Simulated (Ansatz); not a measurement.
Process, species as SMILES: C[SiH2] (CH3-SiH2) → [SiH2-]C (an electron is taken up)
B3LYP-D3(BJ)/def2-TZVP geometries, fixed; electronic energies without zero-point terms; positive where energy is released.
Largest species:
```
C
H 1 1.0909
H 1 1.0909 2 108.23
H 1 1.0938 2 108.08 3 116.82
Si 1 1.8820 2 110.96 3 -121.97
H 5 1.4873 1 111.50 2 -58.56
H 5 1.4873 6 109.34 1 123.76
```
Charge 0, spin multiplicity 2.

Basis-set convergence of the adiabatic electron affinity at PBE with Ansatz (an electronic-structure program). Cartesian d functions, on some or all atoms, in 6-31G*; all else is spherical. The program fits the integrals of some runs and decomposes those of others, by size. Open shells are unrestricted. No added dispersion term, no relativity. Functions are those of the species that has most. Reference: the value in aug-pcseg-3, 1.054 eV, itself unsure by roughly 0.015 eV (its mean distance from aug-cc-pV(Q+d)Z, def2-QZVPPD). Deviations are taken from unrounded values.

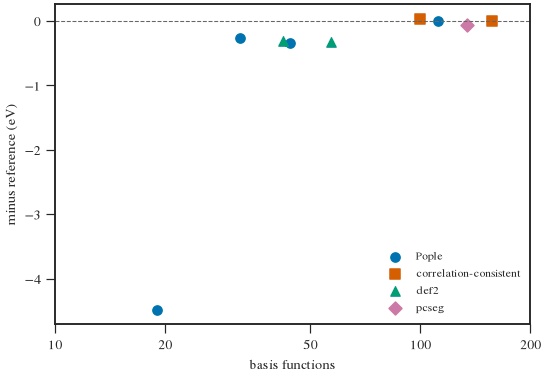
Figure. Deviation from the reference against the number of basis functions, by family of sets.

| basis | functions | adiabatic electron affinity (eV) | minus reference (eV) |
|---|---|---|---|
| STO-3G | 19 | -3.427 | -4.481 |
| 6-31G | 32 | 0.785 | -0.269 |
| def2-SV(P) | 42 | 0.749 | -0.306 |
| 6-31G* | 44 | 0.705 | -0.350 |
| def2-SVP | 57 | 0.729 | -0.325 |
| aug-cc-pV(D+d)Z | 100 | 1.086 | 0.031 |
| 6-311++G(2d,2p) | 112 | 1.052 | -0.002 |
| pcseg-2 | 134 | 0.990 | -0.064 |
| jun-cc-pV(T+d)Z | 157 | 1.056 | 0.001 |
